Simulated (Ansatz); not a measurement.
**BaZrO3: pressure series**

The reference is BaZrO$_{3}$ in the cubic perovskite structure (space group Pm-3m, No. 221; a = 4.2271 Å).

Cell and atoms are relaxed at each pressure.

Levels (all Ansatz, a first-principles code, PAW, earlier PAW set): PBE (420 eV, no SOC); PBEsol (420 eV, no spin-orbit coupling).

The base cell above is that of PBE; each level relaxes its own structures.

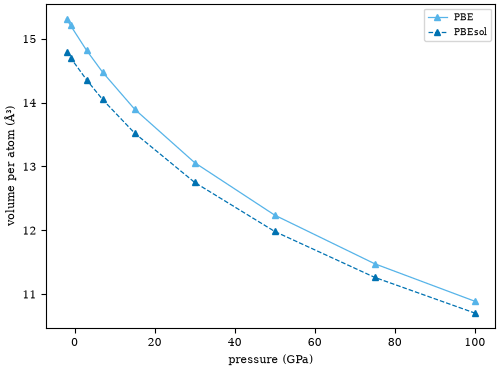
Figure. Volume per atom under two levels

### Question
How do the two levels compare along the series?

### Answer
PBE lies above PBEsol in every row, by 0.18 Å³ to 0.52 Å³. They put the cases in the same order.

Load acts through the strain it causes; cell and atoms are relaxed under it. Stability against distortions was not tested. No other phases were tried under pressure.
